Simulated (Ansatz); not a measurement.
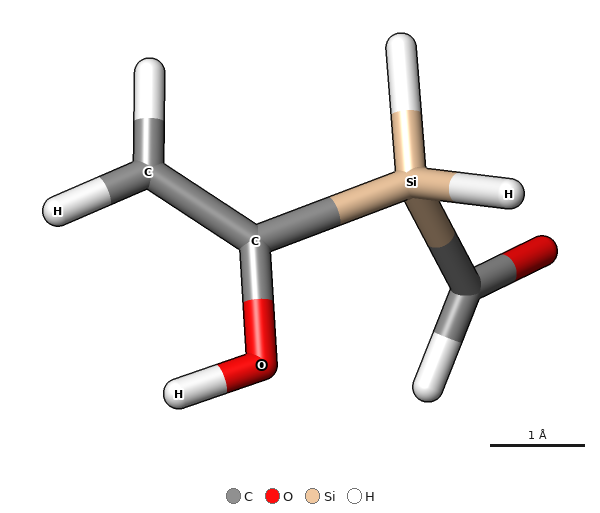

**Figure 1.** The starting structure (stick view, seen at a tilt). Bond lengths as drawn: C–C 1.35 Å, C–H 1.10 to 1.14 Å, C–O 1.22 to 1.37 Å, C–Si 1.89 to 1.95 Å, H–O 0.98 Å and H–Si 1.50 to 1.51 Å.

Run report: C3H6O2Si, geometry relaxation (part 1 of 2)

C3H6O2Si, SMILES C=C(O)[SiH2]C=O, computed with RKS PBE0-D4/def2-TZVP (Ansatz 0.2.0).

The geometry: PBE-D4/def2-SVP start. Figures and captions count atoms from 1; the log counts them from 0 in places.

## Output
```
Functional definition: PBE0
  name "PBE0"
  cite "Adamo & Barone, J. Chem. Phys. 110, 6158 (1999) doi:10.1063/1.478522"
  cite "Perdew, Burke & Ernzerhof, Phys. Rev. Lett. 77, 3865 (1996) doi:10.1103/PhysRevLett.77.3865"
  parent pbe
  parameter a = 0.25
  parameter kappa = 0.804
  parameter beta = 0.06672455060314922
  exchange = (1 - a)*pbe_x(kappa = kappa, mu = beta*pi^2/3) + a*exact_x
  correlation = pbe_c(beta = beta)
1374 factors; their error is unknown
mean field evaluation 1: about -15162.4442 eV, gradient 6.4e1 eV
mean field evaluation 2: about -15154.6619 eV, gradient 9.0e1 eV
mean field evaluation 4: about -15170.3784 eV, gradient 4.3e0 eV
mean field evaluation 8: about -15170.4128 eV, gradient 1.7e-1 eV
mean field evaluation 16: about -15170.4533 eV, gradient 4.4e-4 eV
mean field -15170.45333441 eV, -557.5038771370 hartree, gradient 3.0e-5 eV, S^2 0.000000; 0 other end points of the search recorded, 0 dependent functions left out
the calculation of the forces begins
reference -15170.45336855 eV, -557.5038783918 hartree; 27, 27 occupied and 201, 201 virtual orbitals, 1374 factors
relax step   1: F+E_penalty+E_count = -15170.67001614 eV  Δ(F+E_penalty+E_count) = +0.000e0 eV  max|allowed force component| = 1.099e0 eV/Å  Δτ_max = 0.0000 Å  (32 SCF iters, accepted)
these checks for a lower state are left out or cut short: starts, cluster_reference, orbital_swaps, neighbouring_geometries, increment
1374 factors; their error is unknown
mean field -15170.51156037 eV, -557.5060169015 hartree, gradient 1.4e-5 eV, S^2 0.000000; 0 other end points of the search recorded, 0 dependent functions left out
[... from here on the field's lines of each further geometry are left out, up to the last ...]
relax step   2: F+E_penalty+E_count = -15170.72963050 eV  Δ(F+E_penalty+E_count) = -5.961e-2 eV  max|allowed force component| = 2.549e-1 eV/Å  Δτ_max = 0.0438 Å  (36 SCF iters, accepted)
relax step   3: F+E_penalty+E_count = -15170.73308087 eV  Δ(F+E_penalty+E_count) = -3.450e-3 eV  max|allowed force component| = 1.609e-1 eV/Å  Δτ_max = 0.0219 Å  (36 SCF iters, accepted)
relax step   4: F+E_penalty+E_count = -15170.73070386 eV  Δ(F+E_penalty+E_count) = +2.377e-3 eV  max|allowed force component| = 2.165e-1 eV/Å  Δτ_max = 0.0281 Å  (36 SCF iters, rejected (line search))
relax step   5: F+E_penalty+E_count = -15170.73475305 eV  Δ(F+E_penalty+E_count) = -1.672e-3 eV  max|allowed force component| = 4.396e-2 eV/Å  Δτ_max = 0.0127 Å  (36 SCF iters, accepted)
relax step   6: F+E_penalty+E_count = -15170.73476920 eV  Δ(F+E_penalty+E_count) = -1.615e-5 eV  max|allowed force component| = 1.056e-1 eV/Å  Δτ_max = 0.0233 Å  (36 SCF iters, accepted)
relax step   7: F+E_penalty+E_count = -15170.73508764 eV  Δ(F+E_penalty+E_count) = -3.184e-4 eV  max|allowed force component| = 4.228e-2 eV/Å  Δτ_max = 0.0036 Å  (37 SCF iters, accepted)
relax step   8: F+E_penalty+E_count = -15170.73535208 eV  Δ(F+E_penalty+E_count) = -2.644e-4 eV  max|allowed force component| = 4.885e-2 eV/Å  Δτ_max = 0.0139 Å  (35 SCF iters, accepted)
relax step   9: F+E_penalty+E_count = -15170.73562369 eV  Δ(F+E_penalty+E_count) = -2.716e-4 eV  max|allowed force component| = 8.878e-2 eV/Å  Δτ_max = 0.0316 Å  (35 SCF iters, accepted)
relax step  10: F+E_penalty+E_count = -15170.73581719 eV  Δ(F+E_penalty+E_count) = -1.935e-4 eV  max|allowed force component| = 6.051e-2 eV/Å  Δτ_max = 0.0226 Å  (35 SCF iters, accepted)
relax step  11: F+E_penalty+E_count = -15170.73581378 eV  Δ(F+E_penalty+E_count) = +3.413e-6 eV  max|allowed force component| = 7.978e-2 eV/Å  Δτ_max = 0.0404 Å  (35 SCF iters, rejected (line search))
relax step  12: F+E_penalty+E_count = -15170.73591592 eV  Δ(F+E_penalty+E_count) = -9.874e-5 eV  max|allowed force component| = 3.741e-2 eV/Å  Δτ_max = 0.0198 Å  (34 SCF iters, accepted)
relax step  13: F+E_penalty+E_count = -15170.73612979 eV  Δ(F+E_penalty+E_count) = -2.139e-4 eV  max|allowed force component| = 9.826e-2 eV/Å  Δτ_max = 0.0584 Å  (35 SCF iters, accepted)
relax step  14: F+E_penalty+E_count = -15170.73626182 eV  Δ(F+E_penalty+E_count) = -1.320e-4 eV  max|allowed force component| = 4.947e-2 eV/Å  Δτ_max = 0.0113 Å  (35 SCF iters, accepted)
relax step  15: F+E_penalty+E_count = -15170.73634660 eV  Δ(F+E_penalty+E_count) = -8.478e-5 eV  max|allowed force component| = 2.567e-2 eV/Å  Δτ_max = 0.0093 Å  (36 SCF iters, accepted)
relax step  16: F+E_penalty+E_count = -15170.73645637 eV  Δ(F+E_penalty+E_count) = -1.098e-4 eV  max|allowed force component| = 1.971e-2 eV/Å  Δτ_max = 0.0234 Å  (35 SCF iters, accepted)
relax step  17: F+E_penalty+E_count = -15170.73654603 eV  Δ(F+E_penalty+E_count) = -8.966e-5 eV  max|allowed force component| = 4.936e-2 eV/Å  Δτ_max = 0.0322 Å  (35 SCF iters, accepted)
relax step  18: F+E_penalty+E_count = -15170.73659531 eV  Δ(F+E_penalty+E_count) = -4.928e-5 eV  max|allowed force component| = 9.403e-2 eV/Å  Δτ_max = 0.0258 Å  (35 SCF iters, accepted)
relax step  19: F+E_penalty+E_count = -15170.73666700 eV  Δ(F+E_penalty+E_count) = -7.169e-5 eV  max|allowed force component| = 6.724e-2 eV/Å  Δτ_max = 0.0141 Å  (36 SCF iters, accepted)
relax step  20: F+E_penalty+E_count = -15170.73622566 eV  Δ(F+E_penalty+E_count) = +4.413e-4 eV  max|allowed force component| = 8.211e-2 eV/Å  Δτ_max = 0.0214 Å  (35 SCF iters, rejected (line search))
relax step  21: F+E_penalty+E_count = -15170.73676042 eV  Δ(F+E_penalty+E_count) = -9.342e-5 eV  max|allowed force component| = 9.618e-3 eV/Å  Δτ_max = 0.0107 Å  (35 SCF iters, accepted)
relax step  22: F+E_penalty+E_count = -15170.73679181 eV  Δ(F+E_penalty+E_count) = -3.139e-5 eV  max|allowed force component| = 1.090e-2 eV/Å  Δτ_max = 0.0160 Å  (35 SCF iters, accepted)
relax step  23: F+E_penalty+E_count = -15170.73680630 eV  Δ(F+E_penalty+E_count) = -1.449e-5 eV  max|allowed force component| = 1.386e-2 eV/Å  Δτ_max = 0.0145 Å  (35 SCF iters, accepted)
relax step  24: F+E_penalty+E_count = -15170.73681537 eV  Δ(F+E_penalty+E_count) = -9.064e-6 eV  max|allowed force component| = 1.099e-2 eV/Å  Δτ_max = 0.0060 Å  (36 SCF iters, accepted)
relax step  25: F+E_penalty+E_count = -15170.73682955 eV  Δ(F+E_penalty+E_count) = -1.418e-5 eV  max|allowed force component| = 1.020e-2 eV/Å  Δτ_max = 0.0102 Å  (36 SCF iters, accepted)
relax step  26: F+E_penalty+E_count = -15170.73683261 eV  Δ(F+E_penalty+E_count) = -3.065e-6 eV  max|allowed force component| = 1.530e-2 eV/Å  Δτ_max = 0.0098 Å  (36 SCF iters, accepted)
relax step  27: F+E_penalty+E_count = -15170.73683503 eV  Δ(F+E_penalty+E_count) = -2.419e-6 eV  max|allowed force component| = 9.933e-3 eV/Å  Δτ_max = 0.0035 Å  (37 SCF iters, accepted)
relax step  28: F+E_penalty+E_count = -15170.73683245 eV  Δ(F+E_penalty+E_count) = +2.583e-6 eV  max|allowed force component| = 5.098e-3 eV/Å  Δτ_max = 0.0021 Å  (36 SCF iters, rejected (line search))
the calculation of the forces begins
reference -15170.51839819 eV, -557.5062681867 hartree; 27, 27 occupied and 201, 201 virtual orbitals, 1374 factors
relax step  29: F+E_penalty+E_count = -15170.73684069 eV  Δ(F+E_penalty+E_count) = -5.659e-6 eV  max|allowed force component| = 2.297e-3 eV/Å  Δτ_max = 0.0010 Å  (37 SCF iters, accepted)
1374 factors; their error is unknown
mean field evaluation 224: about -15162.2905 eV, gradient 6.5e1 eV
```

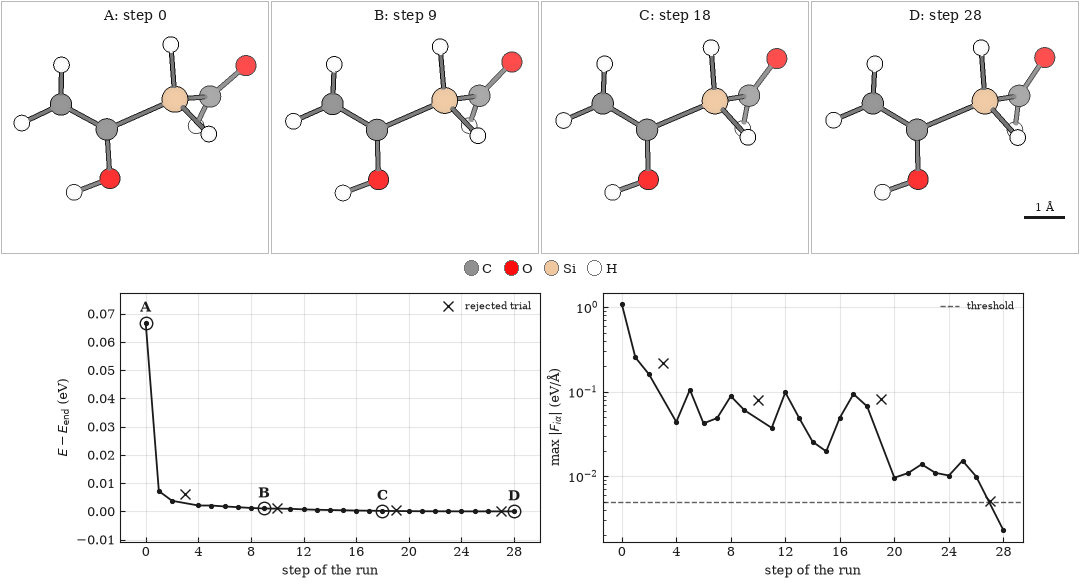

**Figure 2.** Frames of the relaxation (ball-and-stick view, seen at a tilt) above the curves, on which the letters mark them (the first geometry is step 0 here and step 1 in the log).

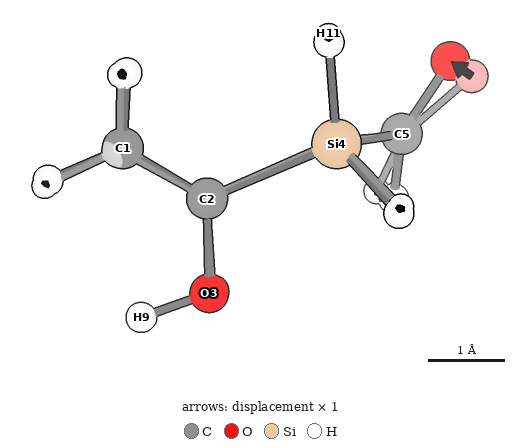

**Figure 3.** Start (faint) and end (solid) with the displacements as black arrows, at true length (ball-and-stick view, seen at a tilt). The two geometries are laid on each other by the best rigid fit. The energy falls by 0.067 eV in 28 geometry steps. Largest force component: 1.1 eV/Å at the start, 0.0023 eV/Å at the end. The line search rejected the trial steps at points 3, 10, 19, 27 (counted from 0) and went back. O6 moves most after the best rigid fit: 0.35 Å. By element the largest moves are O 0.35 Å, H 0.27 Å, C 0.07 Å, Si 0.05 Å. Distances before and after: C5–H12 1.140 → 1.117 Å, Si4–C5 1.950 → 1.928 Å, C1–C2 1.353 → 1.332 Å, Si4–H11 1.500 → 1.480 Å. (Atoms are counted from 1 in the order of the input.)

```
mean field -15170.51836434 eV, -557.5062669428 hartree, gradient 1.4e-5 eV, S^2 0.000000; 1 other end points of the search recorded, 0 dependent functions left out
the calculation of the forces begins
reference -15170.51839819 eV, -557.5062681867 hartree; 27, 27 occupied and 201, 201 virtual orbitals, 1374 factors
Total energy: -15170.73687454 eV, -557.5142970446 hartree
Atom 0 at    -1.871765    -0.559219    -0.198646 Å, force    -0.000086     0.000729     0.000746 eV/Å
Atom 1 at    -0.551628    -0.707771    -0.096882 Å, force    -0.000072     0.001498     0.001676 eV/Å
Atom 2 at     0.163004    -1.687164    -0.717933 Å, force    -0.000276    -0.001358    -0.000648 eV/Å
Atom 3 at     0.531496     0.454308     0.899826 Å, force     0.000659    -0.000403    -0.002297 eV/Å
Atom 4 at     1.771364     1.323155    -0.294296 Å, force    -0.001669    -0.000927     0.001600 eV/Å
Atom 5 at     2.030277     2.497051    -0.215777 Å, force     0.000762     0.000930    -0.000631 eV/Å
Atom 6 at    -2.487022    -1.231079    -0.793228 Å, force     0.000094     0.000141    -0.000009 eV/Å
Atom 7 at    -2.373901     0.246876     0.318448 Å, force    -0.000377    -0.000250    -0.000421 eV/Å
Atom 8 at    -0.430537    -2.243051    -1.236993 Å, force     0.001221     0.000363     0.000208 eV/Å
Atom 9 at     1.338304    -0.323049     1.877996 Å, force    -0.000386    -0.000220    -0.000060 eV/Å
Atom 10 at    -0.307144     1.472459     1.571908 Å, force    -0.000057    -0.000587    -0.000011 eV/Å
Atom 11 at     2.264451     0.702184    -1.080425 Å, force     0.000187     0.000084    -0.000152 eV/Å
Dipole moment:    -0.396495    -0.570679    -0.133788 e Å
```

## Trajectory as extended XYZ (Å, eV, eV/Å), 18 of the 29 frames kept, from step=1 to step=29
```
12
Properties=species:S:1:pos:R:3:forces:R:3 step=1 energy=-15170.67002
C    -1.9115   -0.6112   -0.1905    0.6127  -0.0882   0.0176
C    -0.5652   -0.7037   -0.0913   -0.6887   0.2013  -0.0120
O     0.2040   -1.6409   -0.7290   -0.7550  -0.2130  -0.2496
Si    0.5122    0.4973    0.8995   -0.0109   0.0337   0.1012
C     1.8048    1.3204   -0.3057    0.3415   0.4945  -0.0464
O     2.3306    2.3904   -0.0602   -0.5132  -1.0989  -0.3110
H    -2.5017   -1.3157   -0.8048    0.3113   0.3681   0.3314
H    -2.4609    0.1743    0.3464    0.3380  -0.4186  -0.2877
H    -0.3787   -2.2208   -1.2614    0.4433   0.3747   0.3612
H     1.3100   -0.2452    1.9389   -0.1839   0.1396  -0.2523
H    -0.3343    1.5529    1.5470    0.1704  -0.2316  -0.1721
H     2.0675    0.7469   -1.2548   -0.0654   0.4383   0.5198
12
Properties=species:S:1:pos:R:3:forces:R:3 step=3 energy=-15170.73308
C    -1.8817   -0.5996   -0.1853   -0.0201   0.0134  -0.0294
C    -0.5579   -0.7039   -0.0900    0.0839   0.0186  -0.0166
O     0.1858   -1.6555   -0.7230   -0.0213   0.0145   0.0145
Si    0.5112    0.4866    0.8886   -0.0544   0.0065  -0.0132
C     1.7790    1.3203   -0.3054    0.0748  -0.1609   0.0533
O     2.2858    2.3836   -0.0578   -0.0247   0.0824  -0.0033
H    -2.4738   -1.2824   -0.7902   -0.0172  -0.0192   0.0172
H    -2.4084    0.1850    0.3389   -0.0146   0.0182   0.0084
H    -0.3943   -2.2278   -1.2387    0.0005  -0.0238  -0.0142
H     1.2912   -0.2578    1.9105    0.0340   0.0083   0.0016
H    -0.3336    1.5276    1.5165   -0.0138   0.0059   0.0114
H     2.0737    0.7685   -1.2300   -0.0272   0.0362  -0.0297
12
Properties=species:S:1:pos:R:3:forces:R:3 step=4 energy=-15170.73070 accepted=F
C    -1.8749   -0.5907   -0.1923   -0.0480   0.0189  -0.0063
C    -0.5540   -0.7073   -0.0879    0.1210  -0.0001  -0.0580
O     0.1833   -1.6676   -0.7136    0.0539   0.0316   0.0486
Si    0.5161    0.4775    0.8920    0.0558  -0.0388   0.0741
C     1.7904    1.3087   -0.2926   -0.2165   0.1145  -0.1700
O     2.2610    2.3935   -0.0642    0.0715  -0.0101   0.0783
H    -2.4705   -1.2722   -0.7926   -0.0401  -0.0487  -0.0198
H    -2.3968    0.2003    0.3245   -0.0376   0.0551   0.0324
H    -0.3968   -2.2364   -1.2304   -0.0478  -0.0585  -0.0478
H     1.2944   -0.2641    1.9151    0.0172  -0.0256   0.0397
H    -0.3290    1.5181    1.5168   -0.0191   0.0322   0.0103
H     2.0536    0.7850   -1.2410    0.0897  -0.0707   0.0185
12
Properties=species:S:1:pos:R:3:forces:R:3 step=6 energy=-15170.73477
C    -1.8776   -0.5894   -0.1946   -0.0231   0.0010   0.0082
C    -0.5542   -0.7033   -0.0960   -0.0216   0.0897   0.0777
O     0.1824   -1.6628   -0.7168    0.0128  -0.1056  -0.0853
Si    0.5138    0.4810    0.8913   -0.0008  -0.0143  -0.0087
C     1.7810    1.3164   -0.3003   -0.0407  -0.0554  -0.0124
O     2.2559    2.3979   -0.0680    0.0284   0.0737   0.0190
H    -2.4746   -1.2769   -0.7898   -0.0089  -0.0045   0.0015
H    -2.4021    0.1980    0.3291    0.0066   0.0102  -0.0131
H    -0.4004   -2.2375   -1.2292    0.0386   0.0132   0.0146
H     1.3023   -0.2651    1.9064    0.0036  -0.0039   0.0046
H    -0.3314    1.5176    1.5269   -0.0023   0.0032  -0.0022
H     2.0817    0.7688   -1.2250    0.0075  -0.0073  -0.0038
12
Properties=species:S:1:pos:R:3:forces:R:3 step=8 energy=-15170.73535
C    -1.8768   -0.5868   -0.1938   -0.0026  -0.0060  -0.0011
C    -0.5536   -0.7056   -0.0960   -0.0044   0.0028   0.0054
O     0.1799   -1.6711   -0.7173    0.0102  -0.0039   0.0026
Si    0.5151    0.4779    0.8895    0.0102  -0.0096  -0.0051
C     1.7801    1.3183   -0.2994    0.0067   0.0489   0.0115
O     2.2452    2.4054   -0.0665   -0.0136  -0.0260  -0.0056
H    -2.4784   -1.2740   -0.7845   -0.0057  -0.0044  -0.0042
H    -2.3963    0.2075    0.3240    0.0007   0.0105   0.0018
H    -0.4028   -2.2447   -1.2290   -0.0068  -0.0033  -0.0041
H     1.3060   -0.2671    1.9038   -0.0001  -0.0037   0.0035
H    -0.3323    1.5128    1.5246   -0.0015   0.0039   0.0013
H     2.0907    0.7720   -1.2213    0.0068  -0.0091  -0.0061
```
